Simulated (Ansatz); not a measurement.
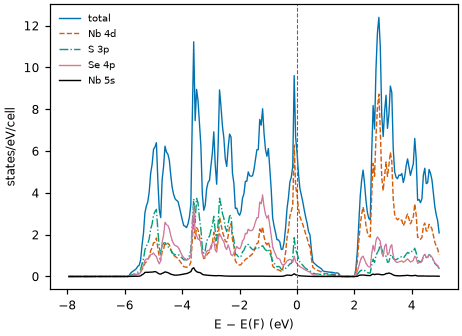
Fig. 1. Total and projected density of states of NbSeS in space group P-3m1 (No. 164; Nb on 2c, Se on 2d, S on 2d), the program Ansatz at the PBEsol level (PAW)

Problem. Which orbitals carry the states next to the Fermi level?

Solution. Within 0.5 eV of the Fermi level: Nb 4d 65 %, S 3p 16 %, Se 4p 14 %. Projections are on Löwdin-orthogonalised atomic valence shells; empty p or d shells of many metals are not among them.

Problem. Where is the tallest occupied peak in this window, and what makes it?

Solution. Near -3.6 eV, about 11 states/eV per cell; the largest projected share is S 3p.

The workflow started from a Materials Project entry (that database holds measured and hypothetical structures alike); the Crystallography Open Database copy checked does not list it. Whether it is the stable phase at ambient conditions was not checked. The cell was relaxed with PBEsol under the symmetry of its start; whether a distortion lowers the energy is not shown. The workflow began spin-polarised and lost its moments. A crystal of weakly bound layers computed without a dispersion correction: the cell and the soft elastic constants depend strongly on that. Spin–orbit coupling is left out wherever it is not named.

Potentials: the later of the program's two PAW sets.
